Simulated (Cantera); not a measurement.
Feed: 1 mol trisilylamine, 12 mol NH3, 17 mol H2, held at 0.210 bar.

These are equilibrium values from Cantera (NASA tables, ideal gas, pure condensed phases), not measurements of a reactor. Candidate condensed phases: Si, Si3N4; 18 gas species. The feed counts by its element totals alone. Mutual solubility and eutectic melting of coexisting phases are not modelled. Gases not in the tables: Si2H6 and higher silanes. Rates play no part.

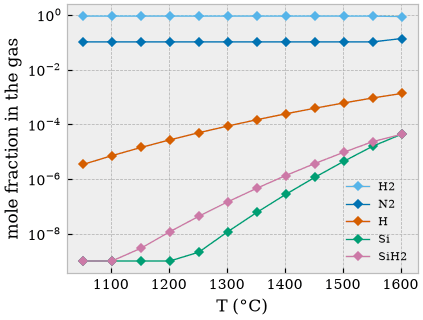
Fig. 1. Equilibrium gas composition (values under 1e-9 drawn at 1e-9)

From 1052 °C to 1552 °C the condensed part is Si3N4(s). At 1602 °C the condensed part is Si(l) + Si3N4(s).
